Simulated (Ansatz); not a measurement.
# Run report: Zn7NbO8 (charge +1), single-point calculation

System: Zn7NbO8 (defect cell, 16 atoms in the cell, total charge +1).
Method: DFT, PBEsol, plane waves, PAW, no spin polarisation (Ansatz 0.2.0).

The run did not end well.

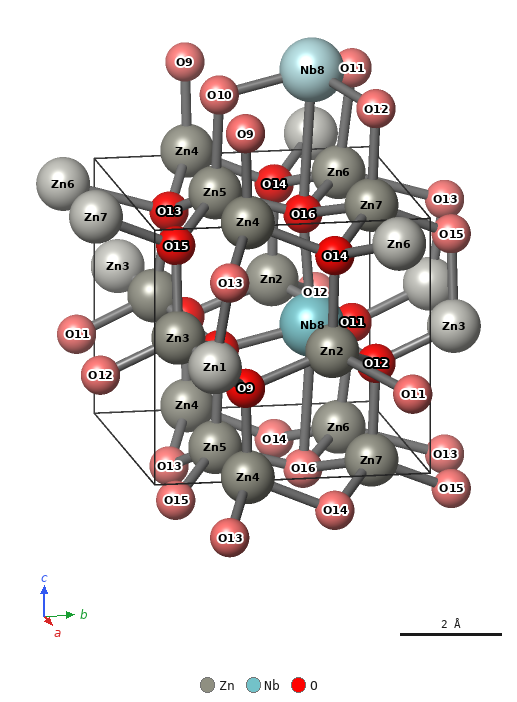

*The structure as given in the input (ball-and-stick view of the cell of the calculation, seen slightly off an axis; neighbours outside the cell are drawn fainter; atoms are numbered from 1 in the order of the input).*

**Input file**
```yaml
crystal:
  lattice:
    - [6.459848, 0.000000, 0.000000]
    - [0.000000, 5.594393, 0.000000]
    - [0.000000, 0.000000, 5.214519]
  atoms:
    - { symbol: Zn, position: [0.241624, 0.164570, 0.522289] }
    - { symbol: Zn, position: [0.988209, 0.646329, 0.492234] }
    - { symbol: Zn, position: [0.759250, 0.138228, 0.503466] }
    - { symbol: Zn, position: [0.008648, 0.335542, 0.017589] }
    - { symbol: Zn, position: [0.480574, 0.333377, 0.986809] }
    - { symbol: Zn, position: [0.261539, 0.829454, 0.981736] }
    - { symbol: Zn, position: [0.764166, 0.838138, 0.994026] }
    - { symbol: Nb, position: [0.499093, 0.680033, 0.457180] }
    - { symbol: O, position: [0.015485, 0.325664, 0.368422] }
    - { symbol: O, position: [0.509841, 0.341507, 0.377158] }
    - { symbol: O, position: [0.270782, 0.876289, 0.391899] }
    - { symbol: O, position: [0.754574, 0.856463, 0.368460] }
    - { symbol: O, position: [0.251978, 0.216053, 0.853935] }
    - { symbol: O, position: [0.017302, 0.649368, 0.875078] }
    - { symbol: O, position: [0.706942, 0.140169, 0.850737] }
    - { symbol: O, position: [0.489803, 0.649448, 0.891591] }
kpoints:
  mp_grid: { grid: [2, 2, 2], shift: [0.5, 0.5, 0.5] }
hamiltonian:
  xc: pbesol
total_charge: -1
scf:
  occupations: { method: fermi_dirac, width: 0.01 }
  max_iter: 4
output:
  forces: true
  eigenvalues: true
  stress: true
```

Launched with:
```bash
ansatz run in.yaml --threads 7 --pin off --max-ram 13300MiB --runs-dir r --events-out ev --progress --plain
```

**The program's output**
```
as generated under x = pbe(κ = 0.804, μ = 0.2195149727645171), c = pbe(β = 0.06672455060314922))
PAW frozen core: Nb, regenerated for the run's functional, and the local potential with it (the file was generated under x = pbe(κ = 0.804, μ = 0.2195149727645171), c = pbe(β = 0.06672455060314922))
PAW frozen core: O, regenerated for the run's functional, and the local potential with it (the file was generated under x = pbe(κ = 0.804, μ = 0.2195149727645171), c = pbe(β = 0.06672455060314922))
PAW one-centre angular grid: Zn, 590 points (default); XC on 64 Gauss nodes
PAW one-centre angular grid: Nb, 590 points (default); XC on 64 Gauss nodes
PAW one-centre angular grid: O, 110 points (default); XC on 64 Gauss nodes
Initial density: superposition of atomic densities (neutral atoms scaled as one to the charged cell's electrons: chi_scale 0, normalization atom), corrected by the library's trained network
Initial wavefunctions: pseudopotential atomic-orbital guess
Functional: x = pbesol(κ = 0.804, μ = 0.12345679012345678), c = pbesol(β = 0.046)
SCF iter   1: F=—  HF=-31936.328073 eV  |F-HF|=—  |Δ(HF+E_count)|=         —  Δρ=5.03e-2  dr2=3.25e0  ethr=1.77e-3  ⟨swp⟩=6.2  Hψ=1440  notcnv=0  defer=4
preconditioner: auto → Resta (q_TF=auto, 2.615 Å⁻¹)  ε∞=8.9  [insulator: Δε(μ)=0.109 eV  Ē_g=11.333 eV  σ=0.010 eV  W_gap=0.99  n_scr=60 (ndim 8)  ℏωp=31.8 eV  f_vac=0.008  D(μ)=0.43/eV (n_scr^D=0)  ε∞_Penn≈8.9]
SCF iter   2: F=—  HF=-31935.505216 eV  |F-HF|=—  |Δ(HF+E_count)|=   8.23e-1  Δρ=1.22e-2  dr2=3.29e-1  ethr=1.77e-3  ⟨swp⟩=7.0  Hψ=2742  notcnv=0
preconditioner: auto → Kerker (q_TF=auto, 2.615 Å⁻¹)  [metal: Δε(μ)=0.007 eV  Ē_g=11.724 eV  σ=0.010 eV  W_gap=0.17  n_scr=60 (ndim 8)  ℏωp=31.8 eV  f_vac=0.007  D(μ)=24.61/eV (n_scr^D=360)]
SCF iter   3: F=—  HF=-31935.381852 eV  |F-HF|=—  |Δ(HF+E_count)|=   1.23e-1  Δρ=8.20e-3  dr2=1.52e-1  ethr=2.26e-4  ⟨swp⟩=6.0  Hψ=2404  notcnv=0
SCF iter   4: F=—  HF=-31935.352812 eV  |F-HF|=—  |Δ(HF+E_count)|=   2.90e-2  Δρ=3.46e-3  dr2=2.33e-2  ethr=1.04e-4  ⟨swp⟩=5.5  Hψ=2129  notcnv=0
```

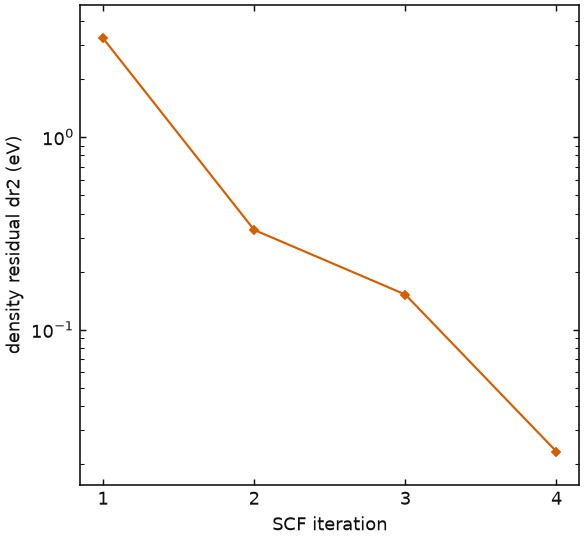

*Convergence of the self-consistent field: density residual dr2 against the SCF iteration.*

The residual is still falling at the last step (down to 0.025), so the run was stopped before it got there.

```
Error: did not converge after 4 iterations: dr2 = 2.33e-2 (threshold 1.00e-7), under the density mixer `msr1`, which `scf.mixing.algorithm: auto` chose by the deck's other keys (type `scf.mixing.algorithm: msr1` to keep it); raise `scf.max_iter`, which need not help a stalled SCF, or adjust the mixing (`scf.mixing`) or, under a smearing, its width (`scf.occupations.width`, in either direction: ano
```

**What the run reported**

```tsv
quantity	value
outcome	not converged
hardware	7 threads of Arm Neoverse-V2, 14 GiB of memory available, shared host
wall time	1.7 s (CPU time 10 s)
```

Settings chosen away from the usual ones: sNb_Zn+q1+t100. The run did not converge: “did not converge after 4 iterations: dr2 = 2.33e-2 (threshold 1.00e-7), under the density mixer `msr1`, which `scf.mixing.algorithm: auto` chose by the deck's other keys (type `scf.mixing.algorithm: msr1` to keep it) …” Its last values are not results.
